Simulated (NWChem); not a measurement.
**CH6ClNSi (SMILES CN[SiH2]Cl): levels of theory compared**

We compute a comparison of 4 runs (HF/STO-3G, HF/3-21G, B3LYP/6-31G*) of CH6ClNSi. 

Program for the calculation: NWChem 7.3.0.

## (1) The structure to begin with

CH6ClNSi has 10 atoms, charge 0, and is taken as a singlet. SMILES: `CN[SiH2]Cl`. Geometry: relaxed at PBE0-D4/def2-TZVP. This is one conformer, not always the lowest.

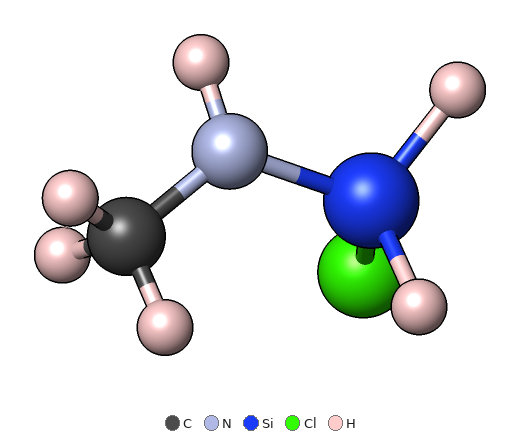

Viewed from a chosen angle; carbon dark grey, nitrogen light blue, silicon blue, chlorine green, hydrogen pink.

## (2) Energy and forces at HF/STO-3G (run 1)

Contents of ch6clnsi.nw:

```
start ch6clnsi
title "CH6ClNSi hf"
memory total 2200 mb
charge 0

geometry noautosym nocenter noautoz
   C    -0.242300    1.264400    0.564800
   N    -0.436700    0.246400   -0.448800
   Si    0.477700   -1.180400   -0.542000
   Cl    0.138000   -2.533300    0.993900
   H    -0.833400    1.088300    1.470800
   H    -0.494100    2.254000    0.174500
   H     0.810100    1.289000    0.857400
   H    -1.369300    0.230400   -0.831400
   H     0.120300   -1.874000   -1.798300
   H     1.912700   -0.835900   -0.438000
end

basis spherical bse
   * library STO-3G
end

scf
   thresh 1e-08
   maxiter 80
end

task scf gradient
```

The run is started by

```bash
$ nwchem ch6clnsi.nw > ch6clnsi.out
```

Standard output:

```text
[...]
  functions       =    34
[...]
  wavefunction    = RHF
[...]
         Total SCF energy =   -834.894769100237
      One-electron energy =  -1591.494052096537
      Two-electron energy =    538.072545175816
 Nuclear repulsion energy =    218.526737820485
        Time for solution =      2.7s
[...]
                         RHF ENERGY GRADIENTS
    atom               coordinates                        gradient
                 x          y          z           x          y          z
   1 C      -0.457881   2.389370   1.067317   -0.003531  -0.009865  -0.010132
   2 N      -0.825243   0.465628  -0.848109   -0.006550   0.009702   0.007768
   3 Si      0.902722  -2.230633  -1.024231   -0.028666   0.001362   0.033889
   4 Cl      0.260782  -4.787243   1.878199    0.004022   0.006676  -0.009087
   5 H      -1.574898   2.056589   2.779409   -0.000407  -0.001818   0.000762
   6 H      -0.933714   4.259442   0.329757    0.001289   0.001447  -0.001599
   7 H       1.530867   2.435857   1.620251    0.002402  -0.000363   0.000046
   8 H      -2.587602   0.435393  -1.571118    0.010865  -0.002067   0.001001
   9 H       0.227334  -3.541347  -3.398294   -0.008058  -0.013078  -0.025430
  10 H       3.614479  -1.579622  -0.827700    0.028633   0.008004   0.002782
[...]
```

Wall time 5.1 s (1 thread of AMD EPYC 7R43 (Zen 3), shared host); peak memory 0.1 GiB.

## (3) Energy and forces at HF/3-21G (run 2)

Contents of input.xyz:

```xyz
10
CH6ClNSi
C     -0.242300     1.264400     0.564800
N     -0.436700     0.246400    -0.448800
Si     0.477700    -1.180400    -0.542000
Cl     0.138000    -2.533300     0.993900
H     -0.833400     1.088300     1.470800
H     -0.494100     2.254000     0.174500
H      0.810100     1.289000     0.857400
H     -1.369300     0.230400    -0.831400
H      0.120300    -1.874000    -1.798300
H      1.912700    -0.835900    -0.438000
```

Contents of input.nw:

```
start input
title "CH6ClNSi"
memory stack 880 mb heap 220 mb global 1100 mb

geometry units angstrom noautosym nocenter noautoz
  load input.xyz
end

basis spherical bse
  * library 3-21G
end

scf
  singlet
  rhf
  thresh 1e-08
  maxiter 80
end

task scf gradient
```

The run is started by

```bash
$ nwchem input.nw > input.out
```

Standard output:

```text
[...]
  functions       =    56
[...]
  wavefunction    = RHF
[...]
         Total SCF energy =   -840.035254743105
      One-electron energy =  -1594.979597820992
      Two-electron energy =    536.417605257403
 Nuclear repulsion energy =    218.526737820485
        Time for solution =      2.5s
[...]
                         RHF ENERGY GRADIENTS
    atom               coordinates                        gradient
                 x          y          z           x          y          z
   1 C      -0.457881   2.389370   1.067317   -0.004858  -0.019211  -0.013739
   2 N      -0.825243   0.465628  -0.848109    0.021912   0.000226   0.002819
   3 Si      0.902722  -2.230633  -1.024231   -0.021197  -0.013117   0.038013
   4 Cl      0.260782  -4.787243   1.878199    0.007508   0.028710  -0.031952
   5 H      -1.574898   2.056589   2.779409   -0.003176  -0.000824   0.005783
   6 H      -0.933714   4.259442   0.329757   -0.001062   0.006376  -0.002241
   7 H       1.530867   2.435857   1.620251    0.005612  -0.000494   0.001384
   8 H      -2.587602   0.435393  -1.571118   -0.004994  -0.003231   0.001389
   9 H       0.227334  -3.541347  -3.398294   -0.001123   0.000205  -0.001858
  10 H       3.614479  -1.579622  -0.827700    0.001378   0.001362   0.000400
[...]
```

Run time: 5.1 s. Hardware: 1 thread of AMD EPYC 7R43 (Zen 3), shared host; peak memory 0.098 GiB.

Run 3 isn't shown in full; the table further down has it.

## (4) Energy and forces at B3LYP/6-31G(d) (Cartesian functions) (run 4)

Contents of ch6clnsi.xyz:

```xyz
10

C     -0.242300     1.264400     0.564800
N     -0.436700     0.246400    -0.448800
Si     0.477700    -1.180400    -0.542000
Cl     0.138000    -2.533300     0.993900
H     -0.833400     1.088300     1.470800
H     -0.494100     2.254000     0.174500
H      0.810100     1.289000     0.857400
H     -1.369300     0.230400    -0.831400
H      0.120300    -1.874000    -1.798300
H      1.912700    -0.835900    -0.438000
```

Contents of ch6clnsi.nw:

```
start ch6clnsi
memory 2200 mb

geometry units angstroms noautosym nocenter noautoz
load format xyz ch6clnsi.xyz
end

basis "ao basis" cartesian
* library 6-31G*
end

dft
xc b3lyp
grid xfine
convergence energy 1e-08
maxiter 100
mulliken
end

task dft gradient
```

The run is started by

```bash
$ nwchem ch6clnsi.nw > ch6clnsi.out
```

Standard output:

```text
[...]
          Wavefunction type:  closed shell.
          No. of atoms     :    10
          No. of electrons :    50
[...]
          Charge           :     0
          Spin multiplicity:     1
[...]
          AO basis - number of functions:    80
[...]
              XC Information
              --------------
                         B3LYP Method XC Potential
                     Hartree-Fock (Exact) Exchange  0.200
                        Slater Exchange Functional  0.800 local
                    Becke 1988 Exchange Functional  0.720 non-local
              Lee-Yang-Parr Correlation Functional  0.810
                  VWN I RPA Correlation Functional  0.190 local
[...]
 d= 0,ls=0.0,diis     1   -846.1723499543 -1.06D+03  1.21D-02  6.00D-01     5.6
[...]
 d= 0,ls=0.0,diis     8   -846.2245890035 -4.66D-09  4.08D-06  1.08D-07    35.6
         Total DFT energy =     -846.224589003454
      One electron energy =    -1600.963563968374
           Coulomb energy =      600.067349903178
    Exchange-Corr. energy =      -63.855112758743
 Nuclear repulsion energy =      218.526737820485
[...]
      Total Density - Mulliken Population Analysis
     ---------------------------------------------
    Atom       Charge   Shell Charges
 -----------   ------   -------------------------------------------------------
    1 C    6     6.30   1.99  0.68  2.11  0.59  0.89  0.04
    2 N    7     7.65   1.99  0.77  2.55  0.80  1.52  0.02
    3 Si  14    13.45   2.00  1.99  5.96  1.02  1.79  0.16  0.29  0.23
    4 Cl  17    17.29   2.00  1.99  5.97  1.45  3.65  0.56  1.70 -0.03
    5 H    1     0.84   0.53  0.31
    6 H    1     0.84   0.53  0.31
    7 H    1     0.83   0.53  0.30
    8 H    1     0.67   0.51  0.16
    9 H    1     1.06   0.51  0.55
   10 H    1     1.07   0.51  0.55
[...]
  wavefunction    = closed shell
[...]
```

Run time: 51 s. Hardware: 1 thread of AMD EPYC 7R43 (Zen 3), shared host; peak memory 0.14 GiB.

## (5) The series

```tsv
run	level	iteration cap	module	energy (Eh)	dipole moment (D)	HOMO energy (eV)	LUMO energy (eV)	wall time
1	HF/STO-3G	80	scf	-834.894769	2.84	-8.45	9.82	5.1 s
2	HF/3-21G	80	scf	-840.035255	3.24	-10.61	4.57	5.1 s
3	B3LYP/6-31G* (spherical functions)	100	dft	-846.217884	–	–	–	51 s
4	B3LYP/6-31G* (Cartesian functions)	100	dft	-846.224589	2.54	-6.92	0.93	51 s
```

## (6) What came out

```
                       quantity          value
            run 4: total energy  -846.22459 Eh
           run 4: dipole moment         2.54 D
             run 4: HOMO energy       -6.92 eV
             run 4: LUMO energy        0.93 eV
           run 4: HOMO–LUMO gap        7.85 eV
run 4: largest force on an atom     0.520 eV/Å
```

In words: Over runs 1, 2, 4 the dipole moment (its size) runs from 2.54 D (B3LYP/6-31G*) to 3.24 D (HF/3-21G). The two ends differ in method and basis. Over runs 1, 2, 4 the HOMO–LUMO gap runs from 7.85 eV (B3LYP/6-31G*) to 18.27 eV (HF/STO-3G). In run 1 the basis is minimal, so the values are rough. All runs together took 1.9 min, the longest 51 s.
